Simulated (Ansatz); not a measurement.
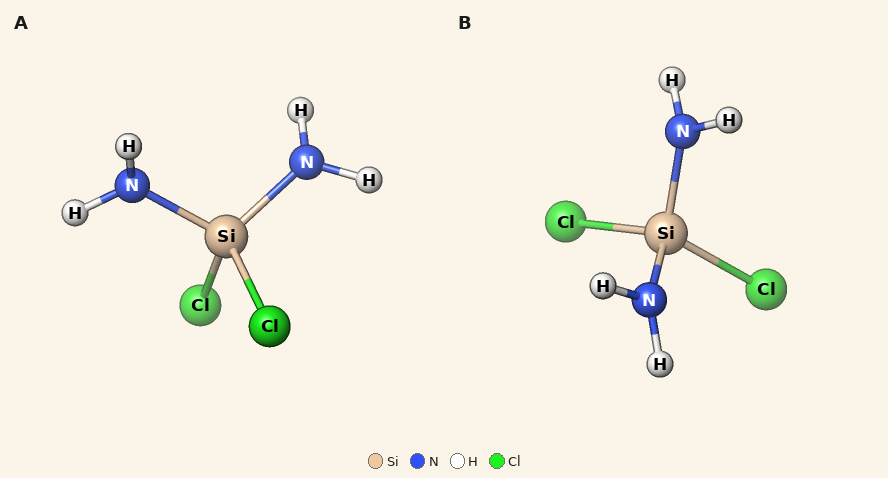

Distant atoms are faded towards the background colour. The computed structure is the end point of a PBE0-D4/def2-TZVP optimisation.

**Are A and B the same structure? If not, how do they differ?**

No. They are mirror images that no rotation superimposes: the geometry of Cl2H4N2Si is chiral (C2). Their energies are equal.
